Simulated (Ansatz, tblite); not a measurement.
**Ligand exchange: IBr + C2H8Si → SiH3Br + C2H5I**

Species: IBr (iodine monobromide), singlet; C2H8Si `CC[SiH3]`, singlet; SiH3Br `[SiH3]Br`, singlet; C2H5I `CCI`, singlet. The partners trade I for SiH3: Br–I and C–SiH3 bonds give way to Br–SiH3 and C–I.

Shapes, held fixed at every level: PBE0-D4/def2-TZVP. Programs: Ansatz 0.2.0, tblite 0.8.0. The zero-point and thermal change to 298 K, harmonic and unscaled (PBE0-D4/def2-TZVP), is +0.9 kJ/mol.

```csv
level,kind,ΔH(298 K) (kJ/mol),less CCSD(T)/def2-TZVPP
GFN2-xTB,semi-empirical,-95.2,+12.0
SPW92/def2-TZVPP,LDA,-91.9,+15.3
PBE-D4/def2-TZVPP,GGA,-88.5,+18.7
r2SCAN-D4/def2-TZVPP,meta-GGA,-99.5,+7.7
wB97X-V/def2-TZVPP,range-separated hybrid,-97.3,+9.9
MP2/def2-SVP,perturbation theory,-108.6,-1.4
CCSD/def2-SVP,coupled cluster or CI,-98.6,+8.6
CCSD/def2-TZVPP,coupled cluster or CI,-106.6,+0.6
CCSD(T)/def2-TZVPP,coupled cluster or CI,-107.2,0.0
```

The highest level, CCSD(T)/def2-TZVPP, gives ΔH(298 K) = -107.2 kJ/mol; the levels span -108.6 to -88.5. The column of differences is taken from that level and isn't an error. No measured value is set beside it here. For atoms past krypton def2 sets carry core potentials with scalar relativity. Relativity is left out for Br. Outer-core shells of Br, I are correlated in most correlated rows, in sets that cover them unevenly.

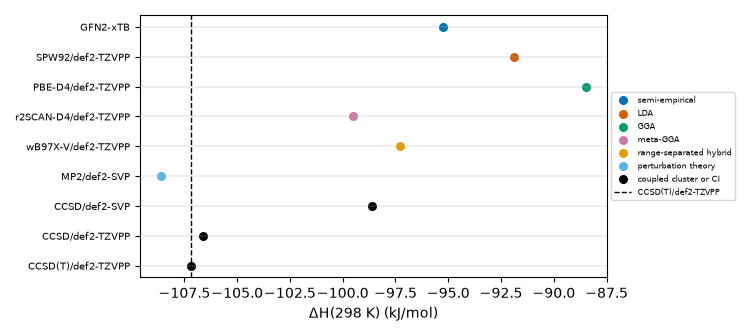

The values of the table, level by level.
